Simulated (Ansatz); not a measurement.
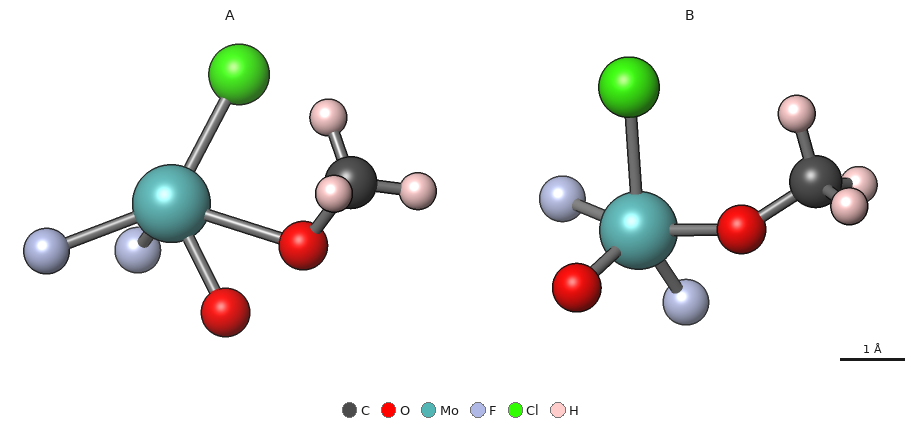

Two geometries of CH3ClF2MoO2 (coarse preliminary run), drawn at one scale. One is the start of a relaxation, the other its converged end. A ball-and-stick model, seen at a tilt.

Method: RKS PBE-D4/def2-SVP (Ansatz 0.2.0). Settings: force threshold 0.03 eV/Å; at most 200 steps.

Which of the two is the end point?

Structure B is the relaxed one. The start comes from a force field. The atom that moves furthest after the best rigid fit is an O atom (1.89 Å). By element the largest moves are O 1.89 Å, F 1.80 Å, Cl 1.69 Å, H 1.05 Å, Mo 0.44 Å, C 0.31 Å. Some distances before and after: O–O 1.643 → 2.739 Å, Mo–O 2.281 → 1.854 Å, Mo–O 1.940 → 1.672 Å, F–Mo 2.095 → 1.866 Å. Among the angles between lasting bonds that change: O–Mo–O 44.9° → 101.8°, F–Mo–Cl 137.2° → 84.3°, F–Mo–Cl 102.6° → 142.4°. Groups turn about C–O by about 75°. After 24 accepted moves (25 points after the start) the energy has fallen by 810.1 kJ/mol. Largest force component: 7.3 eV/Å at the start, 0.015 eV/Å at the end. The line search rejected the trial step at point 17 of the run.
